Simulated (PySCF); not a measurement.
## Electronic structure of C$_{6}$H$_{7}$FO (SMILES FCC1=CCC=CO1) in real space

```yaml
atoms:
  - { symbol: F, position_ang: [2.9209, -0.9236, -0.0162] }
  - { symbol: C, position_ang: [2.2941, 0.2620, 0.2482] }
  - { symbol: C, position_ang: [0.8022, 0.1445, 0.0997] }
  - { symbol: C, position_ang: [0.1518, -0.9573, -0.2438] }
  - { symbol: C, position_ang: [-1.3434, -1.0108, -0.3733] }
  - { symbol: C, position_ang: [-1.9181, 0.3417, -0.0629] }
  - { symbol: C, position_ang: [-1.1600, 1.3729, 0.2696] }
  - { symbol: O, position_ang: [0.2038, 1.3525, 0.3733] }
  - { symbol: H, position_ang: [2.6912, 1.0069, -0.4515] }
  - { symbol: H, position_ang: [2.5554, 0.5503, 1.2733] }
  - { symbol: H, position_ang: [0.7077, -1.8592, -0.4398] }
  - { symbol: H, position_ang: [-1.7553, -1.7657, 0.3090] }
  - { symbol: H, position_ang: [-1.6240, -1.3204, -1.3883] }
  - { symbol: H, position_ang: [-2.9880, 0.4586, -0.1174] }
  - { symbol: H, position_ang: [-1.5428, 2.3559, 0.4983] }
```

Geometry: GFN2-xTB.

Level of theory: PySCF 2.14.0, PBE0/pcSseg-1, SCF density, gas phase, non-relativistic.

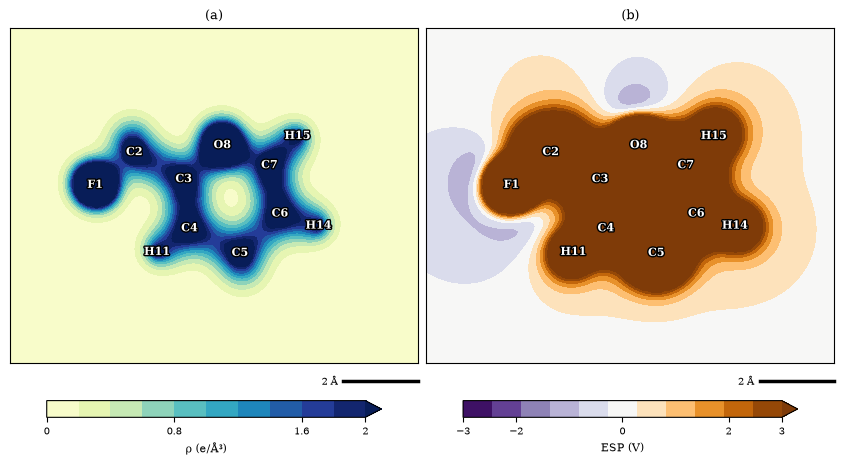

Figure 1. (a) electron density; (b) molecular electrostatic potential on the plane of atoms C6, C7 and H15.

### Describe what can be read from this map.

Atoms in the plane: F, C, O and H. C–C (1.32 Å): ρ at the midpoint is about 2.3 e/Å³. C–F (1.37 Å): the density is about 2.1 e/Å³ at the midpoint, with its minimum of 1.7 e/Å³ about 0.5 Å from C. C–O (1.37 Å): ρ is about 2.2 e/Å³ halfway, with its minimum of 1.9 e/Å³ about 0.5 Å from C. C–H (1.08 Å): ρ at the midpoint is about 2 e/Å³. C–C (1.50 Å): the density is about 1.7 e/Å³ at the midpoint. Outside the dense part of the molecule the potential is most negative (−1.1 V) near O8.

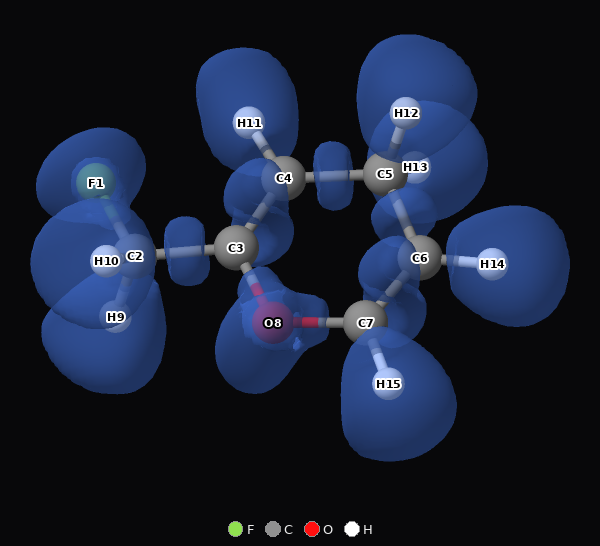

Figure 2. Isosurface of the ELF at 0.75 (blue), seen at a tilt. Only the valence region is drawn (cores and ρ < 0.01 e/Å³ removed).

### Identify the bonds, lone pairs and shells in this picture.

At this value the surface marks out five regions between bonded C–C atoms (shared pairs), seven regions around hydrogen nuclei, one region on F in which the atom's valence shell and bonds are merged and one region on O in which the atom's valence shell and bonds are merged. Profiles from the grid: C–C (1.32 Å): the ELF peaks at about 0.90 between the atoms (a short, multiple covalent bond). C–F (1.37 Å): the ELF peaks at about 0.85 between the atoms: a polar covalent bond.

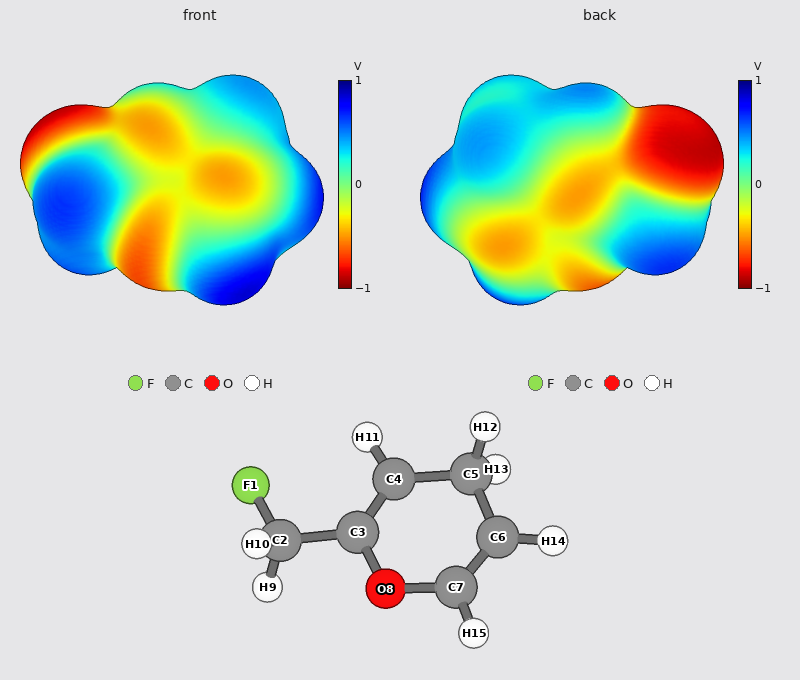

Figure 3. The molecular electrostatic potential painted on the density surface at 0.001 e/bohr³, seen from the front and from behind; red is negative and blue positive. The bare structure is drawn below in the same view.

### Which sites attract a positive test charge, and which a negative one?

A positive charge is drawn to the negative regions and a negative charge to the positive ones. The most negative region (about −0.9 V) lies over F1, the most positive (about +0.8 V) over H15.

### How polar is the molecule by this calculation?

Its dipole moment is 1.42 D.
